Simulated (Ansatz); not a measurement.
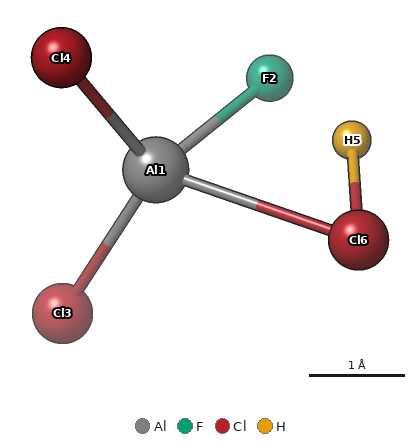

The structure as given in the input (ball-and-stick view, seen at a tilt; atoms are numbered from 1 in the order of the input). Sticks mark near contacts. Bond lengths as drawn: Al–Cl 2.12 to 2.39 Å, Al–F 1.84 Å and Cl–H 1.52 Å.

**Frequency calculation, with input and output: AlHCl3F**

System: AlHCl3F.
Method: UKS BLYP-D4/cc-pVDZ (Ansatz 0.2.0).

It belongs to a series of runs on one base structure; here: vibrations at the highest image of the band. Figures and captions count atoms from 1; the log counts them from 0 in places.

Output
```
Engine: ansatz 0.2.0, x86_64-unknown-linux-gnu
Functional definition: BLYP
  parameter beta = 0.0042
  parameter a = 0.04918
  parameter b = 0.132
  parameter c = 0.2533
  parameter d = 0.349
  exchange = b88_x(beta = beta)
  correlation = lyp_c(a = a, b = b, c = c, d = d)
1239 factors; their error is unknown
mean field evaluation 1: about -46901.3054 eV, gradient 2.5e1 eV
mean field evaluation 2: about -46894.7468 eV, gradient 5.2e1 eV
mean field evaluation 4: about -46903.7611 eV, gradient 1.7e0 eV
mean field evaluation 8: about -46903.6921 eV, gradient 3.9e-2 eV
mean field -46903.69214311 eV, -1723.6788937949 hartree, gradient 4.9e-5 eV, S^2 0.000000; 0 other end points of the search recorded, 0 dependent functions left out
the calculation of the forces begins
reference -46903.69248124 eV, -1723.6789062211 hartree; 37, 37 occupied and 54, 54 virtual orbitals, 1239 factors
these checks for a lower state are left out or cut short: stability, starts, cluster_reference, orbital_swaps, neighbouring_geometries, increment
1239 factors; their error is unknown
mean field evaluation 16: about -46903.6921 eV, gradient 5.6e-2 eV
mean field -46903.69209648 eV, -1723.6788920814 hartree, gradient 1.3e-6 eV, S^2 0.000000; 0 other end points of the search recorded, 0 dependent functions left out
[... from here on the field's lines of each further geometry are left out, up to the last ...]
the calculation of the forces begins
reference -46903.69241525 eV, -1723.6789037960 hartree; 37, 37 occupied and 54, 54 virtual orbitals, 1239 factors
these checks for a lower state are left out or cut short: stability, starts, cluster_reference, orbital_swaps, neighbouring_geometries, increment
1239 factors; their error is unknown
mean field evaluation 224: about -46903.6922 eV, gradient 3.0e-2 eV
mean field -46903.69219830 eV, -1723.6788958232 hartree, gradient 2.8e-6 eV, S^2 0.000000; 0 other end points of the search recorded, 0 dependent functions left out
the calculation of the forces begins
reference -46903.69253644 eV, -1723.6789082496 hartree; 37, 37 occupied and 54, 54 virtual orbitals, 1239 factors
WARN: phonons: modes at or below zero, which the zero-point energy, F, S and C_V leave out: 1, the lowest at -368.98 cm⁻¹. A minimum has none, and a first-order saddle one
Total energy: -46904.08631082 eV, -1723.6933791910 hartree
Atom 0 at    -0.279201    -0.442676     0.232814 Å, force    -0.006985     0.005588     0.001457 eV/Å
Atom 1 at    -0.733549     1.248102    -0.324068 Å, force    -0.002663    -0.006952     0.002774 eV/Å
Atom 2 at    -1.008731    -1.961280    -1.056283 Å, force    -0.000106    -0.000576    -0.000856 eV/Å
Atom 3 at    -0.265202    -0.635858     2.345404 Å, force     0.001522    -0.001516     0.000295 eV/Å
Atom 4 at     0.512145     1.316569    -0.623070 Å, force     0.006381     0.001873    -0.004794 eV/Å
Atom 5 at     1.774637     0.475042    -0.574896 Å, force     0.001851     0.001582     0.001123 eV/Å
Dipole moment:     0.170610     0.245751    -0.133399 e Å
Vibrations: -368.98 92.92 123.10 158.54 168.09 319.35 458.66 522.87 590.44 784.37 896.91 1449.11 cm⁻¹, zero-point energy 0.344946 eV
```

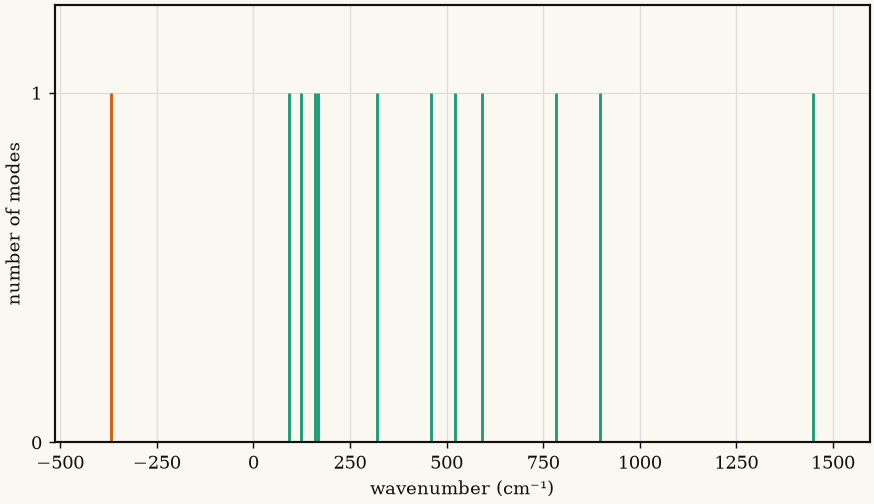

Harmonic vibrational wavenumbers from the force constants; neighbouring modes closer than 8 cm⁻¹ are counted in one stick, and imaginary ones are drawn at negative wavenumbers. 12 modes from 369i to 1449 cm⁻¹, 1 imaginary beyond 8i (369i cm⁻¹): a first-order saddle point, if the geometry is stationary.

The run was set up as follows.

The input
```yaml
crystal:
  periodic: [false, false, false]
  atoms:
    - { symbol: Al, position_ang: [-0.279201, -0.442676, 0.232814] }
    - { symbol: F, position_ang: [-0.733549, 1.248102, -0.324068] }
    - { symbol: Cl, position_ang: [-1.008731, -1.96128, -1.056283] }
    - { symbol: Cl, position_ang: [-0.265202, -0.635858, 2.345404] }
    - { symbol: H, position_ang: [0.512145, 1.316569, -0.62307] }
    - { symbol: Cl, position_ang: [1.774637, 0.475042, -0.574896] }
magnetization:
  spin_polarized: true
basis:
  gaussian: { orbitals: cc-pVDZ }
hamiltonian:
  xc: blyp
  dispersion: d4
phonons: {}
```

Launched with:
```bash
ansatz run input.yaml --threads 2 --pin off --max-ram 3072MiB --backend cpu --events-out ev --progress --plain --runs-dir out
```

Results in brief

| quantity | value |
| --- | --- |
| outcome | converged |
| total energy | −46904.0863 eV |
| mean-field energy | −46903.6925 eV |
| largest force (length of the vector) | 0.009 eV/Å |
| hardware | 2 threads of Intel Xeon (Granite Rapids), 16 GiB of memory available, shared host |
| wall time | 36 s (CPU time 69 s) |
| peak memory | 0.19 GiB |
